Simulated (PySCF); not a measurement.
# singlet [PH2]+: levels of theory compared

Wanted: a comparison of 5 runs (B2PLYP/6-31G*, B3LYP/6-31G*, M06-2X/6-31G*, r2SCAN/6-31G*, NEVPT2(6,6)/6-31G*) of singlet [PH2]+. The job is set up through a Python script.

Program for the calculation: PySCF 2.14.0.

2 further runs of the same task are left out: 1 that didn't finish, 1 set aside as unsound or not needed.

## 1. Starting point

[PH2]+: 3 atoms, total charge +1, spin state singlet. As SMILES of the parent species, `[PH2]`. Geometry: relaxed at PBE0-D4/def2-TZVP. That shape belongs to the parent species and isn't relaxed for this state.

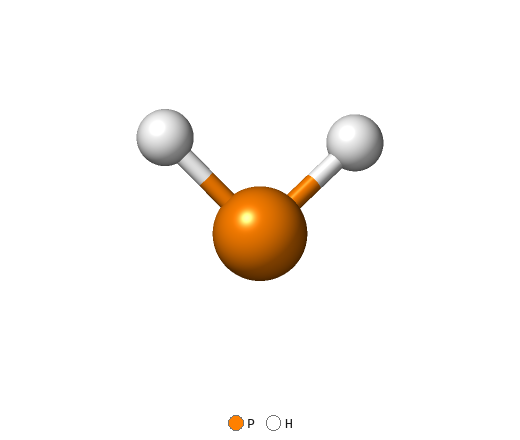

Viewed from a chosen angle; phosphorus orange, hydrogen white.

## 2. The energy at B2PLYP/6-31G(d) (spherical functions) (run 1)

input.py

```python
from pyscf import gto, dft, mp

mol = gto.Mole()
mol.atom = [
    ('P', (0.525730, -0.309370, 0.258210)),
    ('H', (0.114640, 1.051490, 0.176750)),
    ('H', (-0.640370, -0.742120, -0.434970)),
]
mol.max_memory = 1860
mol.basis = '6-31g*'
mol.charge = 1
mol.verbose = 3
mol.build()

myscf = dft.RKS(mol)
myscf.xc = '0.53*HF + 0.47*B88, 0.73*LYP'
myscf.grids.level = 5
myscf.conv_tol = 1e-10
myscf.kernel()
if not myscf.converged:
    myscf = myscf.newton().run(myscf.mo_coeff, myscf.mo_occ)

pt = mp.MP2(myscf, frozen=5).run()
etot = myscf.e_tot + 0.27 * pt.e_corr
print('PT2 part  %.8f' % (0.27 * pt.e_corr))
print(f'total energy: {etot:.8f} hartree')
```

Run with:

```console
OMP_NUM_THREADS=1 python input.py
```

Standard output:

```text
converged SCF energy = -341.951003517526
E(RMP2) = -342.052667886916  E_corr = -0.101664369389987
E(SCS-RMP2) = -342.063028500977  E_corr = -0.112024983451439
PT2 part  -0.02744938
total energy: -341.97845290 hartree
```

Run time: 1.5 s. Hardware: 1 thread of Arm Neoverse V2, shared host; peak memory 0.18 GiB.

## 3. A single-point energy at B3LYP/6-31G(d) (spherical functions) (run 2)

job.py

```python
from pyscf import gto, dft

molecule = gto.Mole()
molecule.atom = '''
P        0.525730      -0.309370       0.258210
H        0.114640       1.051490       0.176750
H       -0.640370      -0.742120      -0.434970
'''
molecule.basis = '6-31g*'
molecule.charge = 1
molecule.max_memory = 1860
molecule.verbose = 4
molecule.build()

mf = dft.RKS(molecule, xc='b3lyp')
mf.grids.level = 5
mf.conv_tol = 1e-10
mf.kernel()
if not mf.converged:
    mf = mf.newton().run(mf.mo_coeff, mf.mo_occ)

e_tot = mf.e_tot
print('E(%s) = %.9f' % ('B3LYP', e_tot))
```

Run with:

```console
OMP_NUM_THREADS=1 python job.py
```

Standard output:

```text
PySCF version 2.14.0

[INPUT] num. atoms = 3
[INPUT] num. electrons = 16
[INPUT] charge = 1
[INPUT] spin (= nelec alpha-beta = 2S) = 0
[INPUT] symmetry False subgroup None
[INPUT] Mole.unit = angstrom
[INPUT] Symbol           X                Y                Z      unit          X                Y                Z       unit  Magmom
[INPUT]  1 P      0.525730000000  -0.309370000000   0.258210000000 AA    0.993485715468  -0.584624571157   0.487946182624 Bohr   0.0
[INPUT]  2 H      0.114640000000   1.051490000000   0.176750000000 AA    0.216638202920   1.987028122719   0.334009092517 Bohr   0.0
[INPUT]  3 H     -0.640370000000  -0.742120000000  -0.434970000000 AA   -1.210123918388  -1.402403551562  -0.821974172402 Bohr   0.0

[... 54 lines left out ...]
converged SCF energy = -342.1374966001
E(B3LYP) = -342.137496600
```

It took 1.5 s on 1 thread of Arm Neoverse V2, shared host; peak memory 0.17 GiB.

Runs 3 to 4 aren't shown in full; the table further down has their settings and results.

## 4. The energy at NEVPT2(6,6)/6-31G(d) (spherical functions) (run 5)

start.xyz

```xyz
3
H2P
P      0.525730    -0.309370     0.258210
H      0.114640     1.051490     0.176750
H     -0.640370    -0.742120    -0.434970
```

input.py

```python
import numpy
from pyscf import gto, scf, mp, mcscf, mrpt

molecule = gto.M(
    atom='start.xyz',
    max_memory=1860,
    charge=1,
    basis='6-31g*',
    verbose=3,
)

myscf = molecule.RHF()
myscf.conv_tol = 1e-10
myscf.kernel()
if not myscf.converged:
    myscf = myscf.newton().run(myscf.mo_coeff, myscf.mo_occ)

pt = mp.MP2(scf.addons.convert_to_uhf(myscf)).run()
noons, natorbs = mcscf.addons.make_natural_orbitals(pt)
print('natural occupations', numpy.round(noons[:40], 4))
cas = mcscf.CASSCF(myscf, 6, 6)
cas.fix_spin_(ss=0.0)
cas.natorb = True
cas.kernel(natorbs)
e_pt2 = mrpt.NEVPT(cas).kernel()
energy = cas.e_tot + e_pt2
print('E = %.10f Eh' % energy)
```

Run with:

```console
OMP_NUM_THREADS=1 python input.py
```

Standard output:

```text
converged SCF energy = -341.504491765349
E(UMP2) = -341.59058573214  E_corr = -0.0860939667909221
E(SCS-UMP2) = -341.598142609295  E_corr = -0.0936508439451952
natural occupations [2.0000e+00 1.9999e+00 1.9998e+00 1.9997e+00 1.9996e+00 1.9823e+00
 1.9764e+00 1.9653e+00 1.8900e-02 1.7300e-02 1.2000e-02 6.0000e-03
 5.0000e-03 3.8000e-03 3.7000e-03 3.6000e-03 2.8000e-03 1.8000e-03
 1.2000e-03 3.0000e-04 2.0000e-04 2.0000e-04]
CASSCF energy = -341.560205588066
CASCI E = -341.560205588066  E(CI) = -11.2052242607695  S^2 = 0.0000000
Sr    (-1)',   E = -0.02159945188825
Si    (+1)',   E = -0.00015531412522
Sijrs (0)  ,   E = -0.00068561664084
Sijr  (+1) ,   E = -0.00132141056351
Srsi  (-1) ,   E = -0.00168338480611
Srs   (-2) ,   E = -0.01646603424750
Sij   (+2) ,   E = -0.00089497887302
Sir   (0)' ,   E = -0.00145526115998
Nevpt2 Energy = -0.044261452304428
E = -341.6044670404 Eh
```

It took 5.1 s on 1 thread of Arm Neoverse V2, shared host; peak memory 0.12 GiB.

## 5. Overview of the runs

| run | level | frozen core orbitals | integration grid | energy (Eh) | HOMO energy (eV) | LUMO energy (eV) | HOMO–LUMO gap (eV) | wall time |
| --- | --- | --- | --- | --- | --- | --- | --- | --- |
| 1 | B2PLYP/6-31G* (spherical functions) | 5 | 5 | -341.978453 | -18.04 | -11.12 | 6.91 | 1.5 s |
| 2 | B3LYP/6-31G* (spherical functions) | – | 5 | -342.137497 | -16.75 | -12.97 | 3.78 | 1.5 s |
| 3 | M06-2X/6-31G* (spherical functions) | – | 5 | -342.087621 | -18.10 | -11.52 | 6.59 | 2 s |
| 4 | r2SCAN/6-31G* (spherical functions) | – | 5 | -342.078043 | -15.98 | -13.63 | 2.35 | 2.2 s |
| 5 | NEVPT2(6,6)/6-31G* (spherical functions) | – | – | -341.604467 | -19.85 | -8.55 | 11.30 | 5.1 s |

## 6. Outcome

```
                                    quantity          value
                         run 5: total energy  -341.60447 Eh
  run 5: HOMO energy (Hartree–Fock orbitals)      -19.85 eV
  run 5: LUMO energy (Hartree–Fock orbitals)       -8.55 eV
run 5: HOMO–LUMO gap (Hartree–Fock orbitals)       11.30 eV
```

In words: Over runs 1, 2, 3, 4 the HOMO–LUMO gap runs from 2.35 eV (r2SCAN/6-31G*) to 6.91 eV (B2PLYP/6-31G*). A double hybrid's value is that of its SCF part. Totals of different functionals can't be ranked against each other. All runs together took 12 s, the longest 5.1 s.
